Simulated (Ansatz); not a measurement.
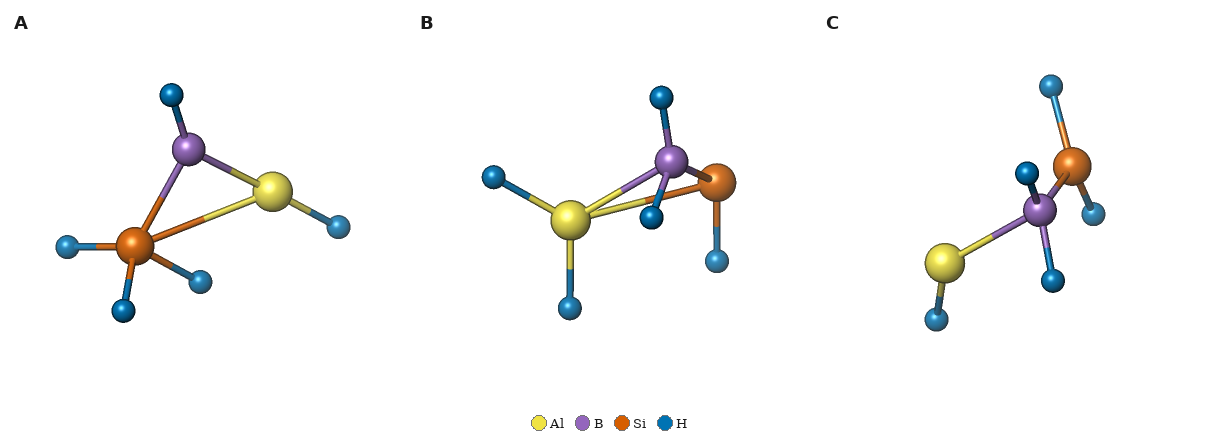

3 stationary structures of one formula. State: neutral, doublet. Geometries: PBE-D4/def2-SVP. Electronic energies: PBE-D4/def2-SVP (Ansatz 0.2.0), without zero-point energy. No frequency run is at hand to confirm each as a minimum. Each is one conformer, not always the lowest.

Which is lowest in energy, and by how much?

C is lowest (C1); A lies 0.261 eV above it (Cs), B lies 0.514 eV above it (C1).
